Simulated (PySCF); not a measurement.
C₁₂H₂₃NSi (SMILES C=C[Si](C=C)(C=C)N(C(C)C)C(C)C)

Input

```
{"job": {"kind": "uv", "xc": "B3LYP", "basis": "def2-SVPD", "ip": false, "nstates": 10}, "charge": 0, "multiplicity": 1}
Si     0.579698     0.796726     0.297379
C      0.299229     1.185470     2.113104
C      1.302899     1.430123     2.964308
H     -0.723908     1.281440     2.498795
H      2.350723     1.370868     2.648604
H      1.125953     1.701367     4.011586
C      2.413643     0.508759     0.023466
C      3.242243     1.420405    -0.499643
H      2.838143    -0.453893     0.342121
H      2.873893     2.398259    -0.832120
H      4.316575     1.239249    -0.619646
C      0.069782     2.315539    -0.690194
C     -0.133070     3.528334    -0.160926
H     -0.076756     2.201361    -1.773950
H     -0.004523     3.711485     0.912498
H     -0.434964     4.390988    -0.766323
N     -0.259372    -0.644928    -0.220261
C      0.199754    -1.278579    -1.455681
C      0.536146    -2.754560    -1.256070
C     -0.755310    -1.069088    -2.631058
C     -1.526106    -1.118247     0.332486
C     -1.348790    -1.788992     1.693161
C     -2.599838    -0.032468     0.359109
H      1.144535    -0.773748    -1.725007
H     -0.356641    -3.339417    -0.982308
H      0.947058    -3.194759    -2.178005
H      1.277882    -2.873424    -0.452523
H     -1.727947    -1.556837    -2.458424
H     -0.942996     0.002504    -2.795278
H     -0.337587    -1.492502    -3.557639
H     -1.895968    -1.899431    -0.353003
H     -0.974346    -1.078659     2.445104
H     -0.619456    -2.608822     1.622425
H     -2.301687    -2.203433     2.059539
H     -3.558749    -0.430807     0.725750
H     -2.317292     0.804492     1.016418
H     -2.757190     0.381616    -0.647285
```

Command:

```sh
OMP_NUM_THREADS=2 python probes_run.py task.json out
```

Geometry: PBE0-D3(BJ)/def2-SVP.

Theory: B3LYP/def2-SVPD, SCF density, gas phase in PySCF 2.14.0.

Q: What can the converged electron density and electron localisation function tell about the bonding?

A: C–C (1.34 Å): the density is about 2.3 e/Å³ at the midpoint; the ELF peaks at about 0.95 between the atoms: a short, multiple covalent bond.
C–Si (1.88 Å): the density is about 0.97 e/Å³ at the midpoint; the ELF peaks at about 1 between the atoms (a shared electron pair).
C–H (1.10 Å): the density is about 2 e/Å³ at the midpoint; the ELF climbs to about 1 towards the hydrogen, as it does in any bond to H; an ordinary covalent bond to hydrogen.

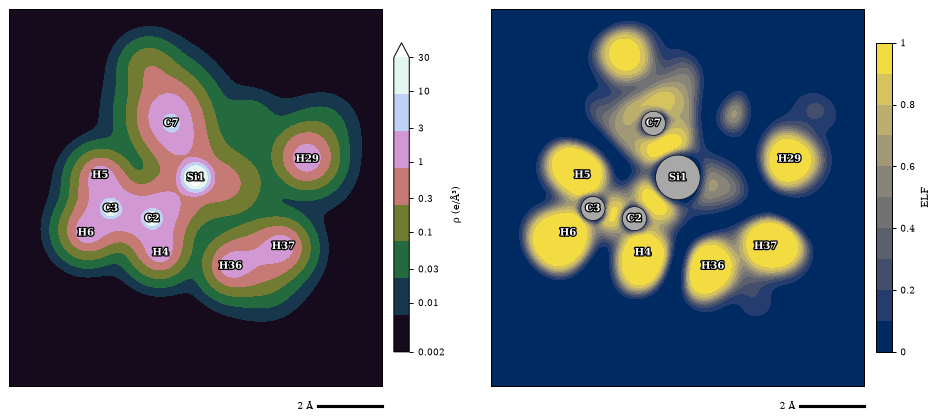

Computed electron density and electron localisation function on the plane of atoms H5, C3 and H6, in this order. Grey discs cover the atomic cores in the ELF map. 
